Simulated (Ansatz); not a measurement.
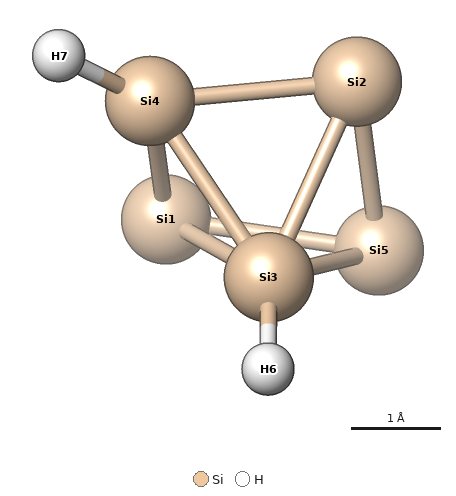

Figure 1. The input geometry (ball-and-stick view, seen at a tilt; atoms are numbered from 1 in the order of the input). Bond lengths as drawn: H–Si 1.47 to 1.48 Å and Si–Si 2.37 to 2.47 Å.

## Si₅H₂: geometry relaxation

- system: Si₅H₂
- method: RKS B3LYP-D4/def2-SVP (Ansatz 0.2.0)

The geometry: GFN1-xTB start. Figures and captions count atoms from 1; the log counts them from 0 in places.

**Output**
```
Functional definition: B3LYP
  name "B3LYP"
  cite "Stephens, Devlin, Chabalowski & Frisch, J. Phys. Chem. 98, 11623 (1994) doi:10.1021/j100096a001"
  cite "Becke, Phys. Rev. A 38, 3098 (1988) doi:10.1103/PhysRevA.38.3098"
  cite "Lee, Yang & Parr, Phys. Rev. B 37, 785 (1988) doi:10.1103/PhysRevB.37.785"
  cite "Vosko, Wilk & Nusair, Can. J. Phys. 58, 1200 (1980) doi:10.1139/p80-159"
  parameter a0 = 0.2
  parameter ax = 0.72
  parameter ac = 0.81
  exchange = (1 - a0 - ax)*slater_x + ax*b88_x + a0*exact_x
  correlation = (1 - ac)*vwn_rpa_c + ac*lyp_c
these checks for a lower state are left out or cut short: starts
974 factors; integrals over basis functions are off by at most 5.5e-4 eV
mean field evaluation 1: about -39406.8445 eV, gradient 1.8e1 eV
mean field evaluation 2: about -39405.6322 eV, gradient 2.5e1 eV
mean field evaluation 4: about -39408.1080 eV, gradient 2.3e0 eV
mean field evaluation 8: about -39408.1285 eV, gradient 5.1e-2 eV
mean field evaluation 16: about -39408.1285 eV, gradient 1.5e-5 eV
mean field -39408.12853110 eV, -1448.2220117291 hartree, gradient 1.5e-5 eV, S^2 0.000000; 0 other end points of the search recorded, 0 dependent functions left out
the calculation of the forces begins
reference -39408.12878910 eV, -1448.2220212104 hartree; 36, 36 occupied and 64, 64 virtual orbitals, 974 factors
relax step   1: F+E_penalty+E_count = -39408.84211382 eV  Δ(F+E_penalty+E_count) = +0.000e0 eV  max|allowed force component| = 9.340e-1 eV/Å  Δτ_max = 0.0000 Å  (26 SCF iters, accepted)
these checks for a lower state are left out or cut short: starts, cluster_reference, orbital_swaps, neighbouring_geometries, increment
974 factors; integrals over basis functions are off by at most 5.8e-4 eV
mean field -39408.21135130 eV, -1448.2250553153 hartree, gradient 1.6e-5 eV, S^2 0.000000; 0 other end points of the search recorded, 0 dependent functions left out
the calculation of the forces begins
reference -39408.21160887 eV, -1448.2250647807 hartree; 36, 36 occupied and 64, 64 virtual orbitals, 974 factors
relax step   2: F+E_penalty+E_count = -39408.92261196 eV  Δ(F+E_penalty+E_count) = -8.050e-2 eV  max|allowed force component| = 4.206e-1 eV/Å  Δτ_max = 0.0935 Å  (30 SCF iters, accepted)
these checks for a lower state are left out or cut short: starts, cluster_reference, orbital_swaps, neighbouring_geometries, increment
974 factors; integrals over basis functions are off by at most 6.0e-4 eV
mean field -39408.23267851 eV, -1448.2258390759 hartree, gradient 4.9e-5 eV, S^2 0.000000; 0 other end points of the search recorded, 0 dependent functions left out
the calculation of the forces begins
reference -39408.23293605 eV, -1448.2258485403 hartree; 36, 36 occupied and 64, 64 virtual orbitals, 974 factors
relax step   3: F+E_penalty+E_count = -39408.94830302 eV  Δ(F+E_penalty+E_count) = -2.569e-2 eV  max|allowed force component| = 1.972e-1 eV/Å  Δτ_max = 0.0416 Å  (28 SCF iters, accepted)
these checks for a lower state are left out or cut short: starts, cluster_reference, orbital_swaps, neighbouring_geometries, increment
974 factors; integrals over basis functions are off by at most 6.0e-4 eV
mean field evaluation 32: about -39408.2361 eV, gradient 2.2e-5 eV
mean field -39408.23606232 eV, -1448.2259634285 hartree, gradient 2.3e-5 eV, S^2 0.000000; 0 other end points of the search recorded, 0 dependent functions left out
the calculation of the forces begins
reference -39408.23631959 eV, -1448.2259728831 hartree; 36, 36 occupied and 64, 64 virtual orbitals, 974 factors
relax step   4: F+E_penalty+E_count = -39408.95141762 eV  Δ(F+E_penalty+E_count) = -3.115e-3 eV  max|allowed force component| = 7.828e-2 eV/Å  Δτ_max = 0.0160 Å  (27 SCF iters, accepted)
these checks for a lower state are left out or cut short: starts, cluster_reference, orbital_swaps, neighbouring_geometries, increment
974 factors; integrals over basis functions are off by at most 6.0e-4 eV
mean field -39408.23775962 eV, -1448.2260258033 hartree, gradient 1.5e-5 eV, S^2 0.000000; 0 other end points of the search recorded, 0 dependent functions left out
the calculation of the forces begins
reference -39408.23801644 eV, -1448.2260352410 hartree; 36, 36 occupied and 64, 64 virtual orbitals, 974 factors
relax step   5: F+E_penalty+E_count = -39408.95290712 eV  Δ(F+E_penalty+E_count) = -1.490e-3 eV  max|allowed force component| = 1.566e-2 eV/Å  Δτ_max = 0.0237 Å  (27 SCF iters, accepted)
```

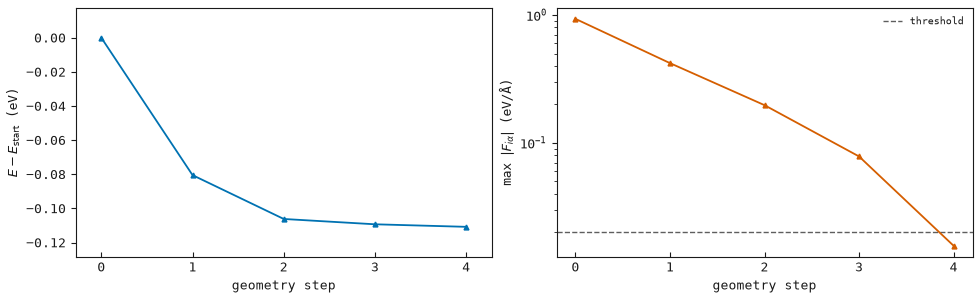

Figure 2. Progress of the relaxation, step by step (the first geometry is step 0 here and step 1 in the log).

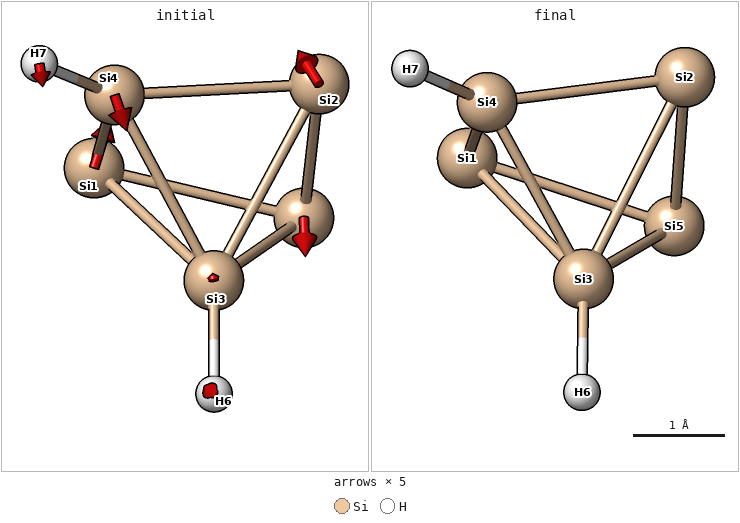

Figure 3. Before (left) and after (right) the relaxation, at one scale (ball-and-stick view, seen at a tilt). The red arrows give the displacements, magnified 5 times. The energy falls by 0.111 eV in 4 geometry steps. Largest force component: 0.93 eV/Å at the start, 0.016 eV/Å at the end. The largest moves after the best rigid fit, 0.12 Å, are those of Si1 and Si2. Largest moves by element: Si 0.12 Å, H 0.05 Å. Distances before and after: Si3–Si4 2.393 → 2.297 Å, Si3–Si5 2.383 → 2.313 Å, Si1–Si3 2.470 → 2.507 Å, Si1–Si4 2.369 → 2.337 Å. Among the angles that change: Si1–Si3–Si2 76.7° → 72.4°, Si1–Si5–Si2 78.7° → 75.0°, Si4–Si3–Si5 97.9° → 101.3°. (Atoms are counted from 1 in the order of the input.)

```
these checks for a lower state are left out or cut short: starts
974 factors; integrals over basis functions are off by at most 6.0e-4 eV
mean field -39408.23775962 eV, -1448.2260258033 hartree, gradient 1.5e-5 eV, S^2 0.000000; 0 other end points of the search recorded, 0 dependent functions left out
the calculation of the forces begins
reference -39408.23801644 eV, -1448.2260352410 hartree; 36, 36 occupied and 64, 64 virtual orbitals, 974 factors
Total energy: -39408.95316394 eV, -1448.2523164268 hartree
Atom 0 at     1.437446     0.103819    -1.197395 Å, force    -0.006940    -0.007388     0.004685 eV/Å
Atom 1 at     0.565315    -1.222697     1.302434 Å, force    -0.001648     0.000939    -0.011496 eV/Å
Atom 2 at    -0.932140    -0.272817    -0.470005 Å, force    -0.005732     0.014671     0.006139 eV/Å
Atom 3 at     0.515167     1.043941     0.733732 Å, force    -0.011081     0.003231    -0.002367 eV/Å
Atom 4 at     0.411401    -2.089014    -0.965025 Å, force     0.013886     0.006366     0.008442 eV/Å
Atom 5 at    -2.343238     0.057642    -0.786849 Å, force     0.004102    -0.002158     0.000203 eV/Å
Atom 6 at     0.346049     2.379127     1.383099 Å, force     0.007412    -0.015663    -0.005606 eV/Å
Dipole moment:    -0.130923     0.341298     0.135446 e Å
Checks for a lower state left out: starts
```

**Trajectory as extended XYZ (Å, eV, eV/Å), 5 frames, from step=1 to step=5**
```
7
Properties=species:S:1:pos:R:3:forces:R:3 step=1 energy=-39408.84211
Si    1.3528    0.1362   -1.2717    0.0176   0.0141   0.5238
Si    0.4520   -1.2342    1.3173    0.2670   0.4099  -0.2204
Si   -0.9496   -0.2732   -0.4767    0.8882  -0.0756   0.2763
Si    0.5918    1.0679    0.7691   -0.3414  -0.9340  -0.5926
Si    0.5053   -2.1028   -0.9374   -0.4330   0.1878  -0.0507
H    -2.3463    0.0218   -0.8087   -0.2950   0.0920  -0.0536
H     0.3941    2.3843    1.4080   -0.1034   0.3057   0.1172
7
Properties=species:S:1:pos:R:3:forces:R:3 step=2 energy=-39408.92261
Si    1.3953    0.0941   -1.1999    0.1972   0.1341  -0.1255
Si    0.5331   -1.2183    1.2750    0.0649  -0.0643   0.2554
Si   -0.9275   -0.2732   -0.4682    0.2063  -0.0180   0.0606
Si    0.5598    1.0629    0.7581   -0.2315  -0.4206  -0.2987
Si    0.4416   -2.1202   -0.9698   -0.1756   0.3017   0.0954
H    -2.3327    0.0610   -0.7827   -0.0726   0.0216  -0.0123
H     0.3305    2.3938    1.3874    0.0113   0.0454   0.0251
7
Properties=species:S:1:pos:R:3:forces:R:3 step=3 energy=-39408.94830
Si    1.4264    0.1036   -1.2043    0.0953  -0.0042  -0.0520
Si    0.5535   -1.2249    1.2994    0.0548  -0.0701   0.0725
Si   -0.9196   -0.2694   -0.4634   -0.1452  -0.0054  -0.0570
Si    0.5401    1.0330    0.7367   -0.0751   0.1972   0.0753
Si    0.4178   -2.0889   -0.9622   -0.0074  -0.0733  -0.0441
H    -2.3296    0.0764   -0.7729    0.0229  -0.0109   0.0037
H     0.3113    2.3703    1.3666    0.0547  -0.0332   0.0017
7
Properties=species:S:1:pos:R:3:forces:R:3 step=4 energy=-39408.95142
Si    1.4309    0.1037   -1.2023    0.0455  -0.0090  -0.0157
Si    0.5580   -1.2246    1.3011    0.0317  -0.0301   0.0242
Si   -0.9243   -0.2715   -0.4664   -0.0730   0.0052  -0.0235
Si    0.5307    1.0389    0.7365   -0.0535   0.0783   0.0216
Si    0.4148   -2.0910   -0.9646    0.0018  -0.0125  -0.0071
H    -2.3346    0.0691   -0.7782    0.0128  -0.0070   0.0015
H     0.3246    2.3754    1.3739    0.0349  -0.0249  -0.0010
7
Properties=species:S:1:pos:R:3:forces:R:3 step=5 energy=-39408.95291
Si    1.4374    0.1038   -1.1974   -0.0069  -0.0074   0.0047
Si    0.5653   -1.2227    1.3024   -0.0016   0.0009  -0.0115
Si   -0.9321   -0.2728   -0.4700   -0.0057   0.0147   0.0061
Si    0.5152    1.0439    0.7337   -0.0111   0.0032  -0.0024
Si    0.4114   -2.0890   -0.9650    0.0139   0.0064   0.0084
H    -2.3432    0.0576   -0.7868    0.0041  -0.0022   0.0002
H     0.3460    2.3791    1.3831    0.0074  -0.0157  -0.0056
```

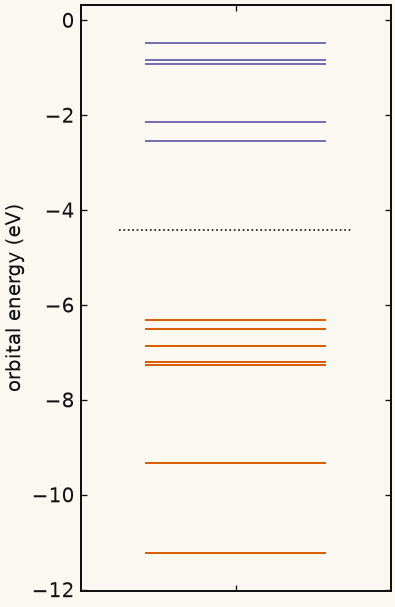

Figure 4. Orbital energies near the frontier; the dotted line parts filled from empty levels, and levels within 0.02 eV of each other stand side by side. Highest filled −6.31 eV, lowest empty −2.55 eV, 3.76 eV apart.

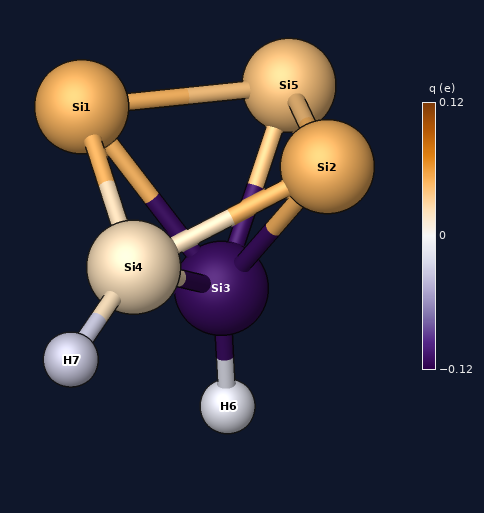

Figure 5. Mulliken charges, as the colour of each atom (ball-and-stick view, seen at a tilt; atoms are numbered from 1 in the order of the input; Mulliken charges depend strongly on the basis). By element: Si −0.11 to +0.05 and H −0.03 to −0.02 e.

This output came from the following input.

**The input**
```yaml
crystal:
  periodic: [false, false, false]
  atoms:
    - {symbol: Si, position_ang: [1.352760, 0.136160, -1.271710]}
    - {symbol: Si, position_ang: [0.451960, -1.234160, 1.317330]}
    - {symbol: Si, position_ang: [-0.949600, -0.273180, -0.476650]}
    - {symbol: Si, position_ang: [0.591770, 1.067880, 0.769100]}
    - {symbol: Si, position_ang: [0.505260, -2.102780, -0.937370]}
    - {symbol: H, position_ang: [-2.346270, 0.021820, -0.808690]}
    - {symbol: H, position_ang: [0.394120, 2.384260, 1.407980]}
basis:
  gaussian: {orbitals: def2-SVP}
hamiltonian: {xc: {name: B3LYP}, dispersion: d4}
scf: {omitted_lower_state_checks: [starts]}
output: {orbitals: {seedname: orbitals}}
relax: {f_tol: 0.02, max_steps: 100}
```

Launch command:
```bash
ansatz run in.yaml --threads 4 --pin off --events-out ev --progress --plain --max-ram 3916MiB
```

**Results in brief**

```tsv
quantity	value
outcome	converged
total energy	−39408.9532 eV
mean-field energy	−39408.2380 eV
dispersion energy	−0.7151 eV
SCF solution under orbital rotations	stable
HOMO	−6.31 eV
LUMO	−2.55 eV
largest force (length of the vector) at the end	0.018 eV/Å
dipole moment	1.87 D
hardware	4 threads of Arm Neoverse V2, 23 GiB of memory available, shared host
wall time	8 s (CPU time 28 s)
peak memory	0.23 GiB
```
